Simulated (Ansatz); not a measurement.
Consider LaFeAsH.

```
CELL_PARAMETERS angstrom
4.03832 0.00000 0.00000
0.00000 4.03832 0.00000
0.00000 0.00000 8.79346
ATOMIC_POSITIONS crystal
La 0.50000 0.00000 0.16496
La 0.00000 0.50000 0.83504
Fe 0.00000 0.00000 0.50000
Fe 0.50000 0.50000 0.50000
As 0.50000 0.00000 0.69704
As 0.00000 0.50000 0.30296
H 0.00000 0.00000 0.00000
H 0.50000 0.50000 0.00000
```

Space group P4/nmm; a generated structure, not necessarily the stable one; Hubbard U of 5.3 eV on Fe d only; spin-polarised.

The calculation used Ansatz, DFT PBE+U, scalar-relativistic, plane waves, PAW.

Predict the valence pseudo-density, electron localisation function and spin density between the atoms.

Answer. La–H (2.49 Å): ρ is about 0.33 e/Å³ halfway; the ELF climbs to about 1 towards the hydrogen.
Fe–As (2.66 Å): ρ is about 0.3 e/Å³ halfway; the ELF is about 0.45 at the midpoint.
The spin density sits on Fe: +3.3 μB (×2) in one cell of 8 atoms, with smaller moments on La (up to −0.06 μB): parallel main moments (a ferromagnetic arrangement) in this solution. The cell of the calculation (8 atoms) carries 6.1 μB of net spin moment.

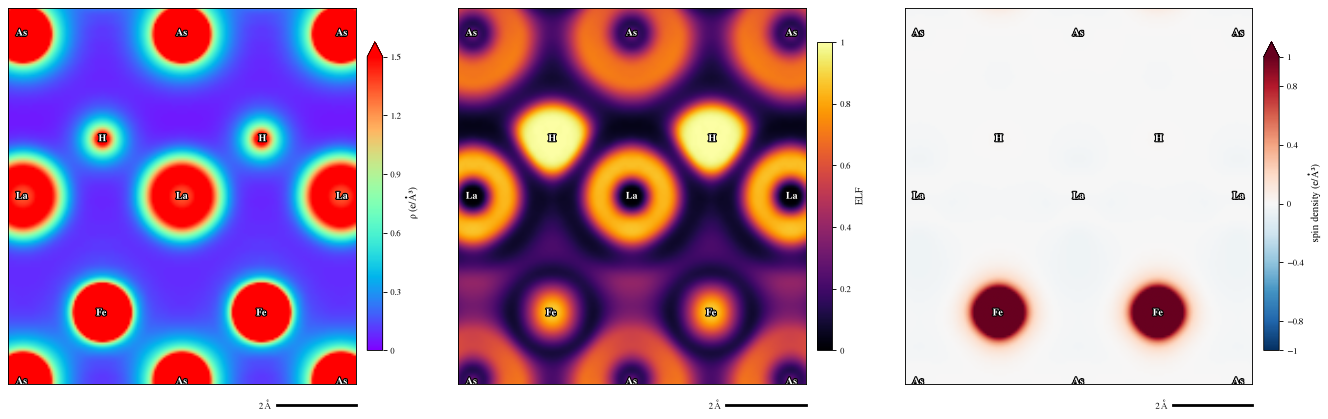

Computed valence pseudo-density, electron localisation function and spin density on the (100) plane of the conventional cell, in this order. 

Core electrons are frozen (PAW), and the valence fields are smoothed inside the atomic spheres.
